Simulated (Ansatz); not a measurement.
The starting structures come from a database of crystals and need not be the phases stable at ambient conditions.

 Where the default PAW files enter, the runs use the earlier of Ansatz's two default sets.

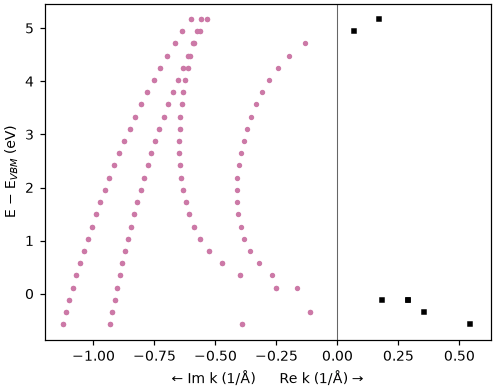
Complex bands at the centre of the two-dimensional zone; r2SCAN (Ansatz, a program for electronic structure)

The gap is the functional's own, uncorrected, and κ follows it; spin-orbit coupling is left out. Mid-gap values are interpolated between the computed energies.

### Question
This is CsBr (Fm-3m, rock salt, not sure to be the ambient phase, 2 atoms a cell, 49.1 Å³ an atom) along the normal of (111). Read off the slowest decay at the centre of the two-dimensional zone at 2.42 eV, the computed energy nearest the middle of the gap.

### Answer
κ ≈ 0.40 1/Å, a decay length 1/(2κ) of the density of 1.2 Å.
